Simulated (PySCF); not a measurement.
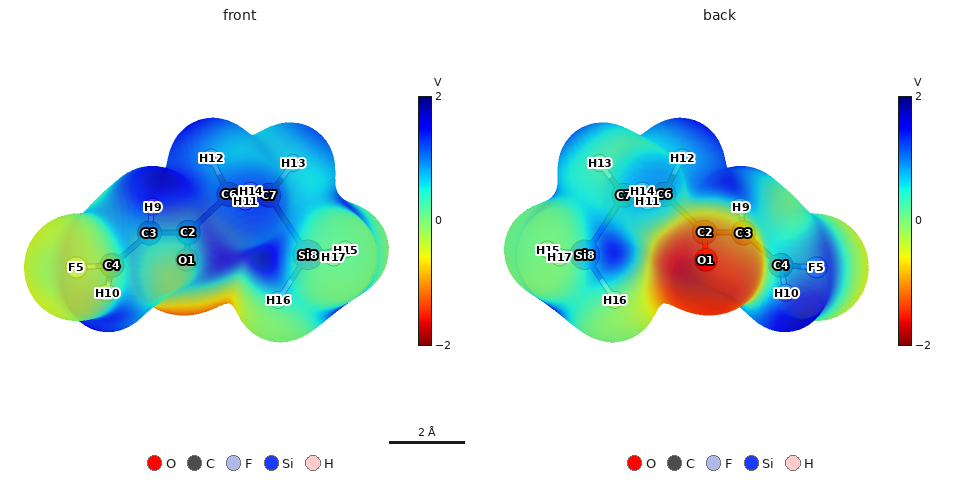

C$_{5}$H$_{9}$FOSi (SMILES O=C(/C=C/F)CC[SiH3]). The molecular electrostatic potential painted on the density surface at 0.004 e/bohr³, seen from the front and from behind; red is negative and blue positive.

Geometry: GFN2-xTB.

Level of theory: PySCF, PBE0/pcSseg-1, SCF density, gas phase, non-relativistic.

```csv
atom,x (Å),y (Å),z (Å)
O,0.5701,0.0265,-1.4686
C,0.8011,-0.1305,-0.2918
C,2.1160,0.1821,0.3084
C,3.0905,0.6931,-0.4329
F,4.2868,0.9949,0.0671
C,-0.2095,-0.6678,0.6904
C,-1.5598,-0.9560,0.0483
Si,-2.4795,0.6098,-0.5318
H,2.2615,-0.0101,1.3602
H,3.0056,0.9101,-1.4890
H,-0.3118,0.0575,1.5025
H,0.2181,-1.5783,1.1259
H,-2.1796,-1.4949,0.7674
H,-1.4050,-1.6247,-0.7991
H,-3.7666,0.1806,-1.0833
H,-1.7300,1.3831,-1.5118
H,-2.7151,1.4366,0.6609
```

Which sites attract a positive test charge, and which a negative one?

Answer. A positive charge is drawn to the negative regions and a negative charge to the positive ones. The most negative region (about −1.7 V, or −39 kcal/mol for a unit charge) lies over O1, the most positive (about +1.7 V, or +39 kcal/mol for a unit charge) over Si8, H9 and H10. O1 is the likeliest acceptor of a hydrogen bond.
